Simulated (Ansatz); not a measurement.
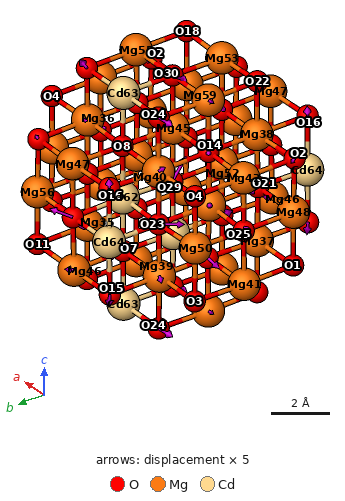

This is a relaxation of solid O32Mg28Cd4 (a generated structure, set up in P1). The starting structure is drawn; purple arrows show the displacements (the part carried along by the change of the cell is left out), magnified 5 times.

A ball-and-stick model of the atoms within 5.8 Å of the atom that moves most (axes of the cell of the calculation (origin shifted)), seen from a free direction.

Level of theory: Ansatz, DFT, PBEsol, PAW, plane waves. (plane-wave cutoff 420 eV; k-point mesh 1 × 1 × 1; mesh shifted by (0.25, 0.25, 0.25); no spin polarisation; cell relaxed at fixed shape; force threshold 0.03 eV/Å; at most 80 steps)

Q: Which element moves most?

A: Oxygen: up to 0.21 Å, against 0.08 Å for magnesium.

Q: What did the optimiser do to the structure, and how much energy did it gain?

A: An O atom moves most relative to the cell: 0.21 Å roughly along [0 −1 1]. Largest moves by element: O 0.21 Å, Mg 0.08 Å, Cd 0.03 Å. The volume changes by +1.6 %, with a = b = c 8.543 → 8.588 Å (+0.5 %). Among the contacts that change: Cd–O 2.099 → 2.272 Å, Cd–O 2.137 → 2.309 Å, Cd–O 2.121 → 2.286 Å, Cd–O 2.103 → 2.253 Å. Among the angles between lasting bonds that change: O–Cd–O 88.6° → 96.8°, Cd–O–Cd 92.2° → 84.4°, Cd–O–Cd 179.8° → 172.0°. The space group stays P1 (No. 1). Over 6 geometry steps the energy falls by 47.1 meV per atom. Largest force component: 2.9 eV/Å at the start, 0.0021 eV/Å at the end. Pressure: 4.83 GPa at the start and 0.01 GPa at the end.
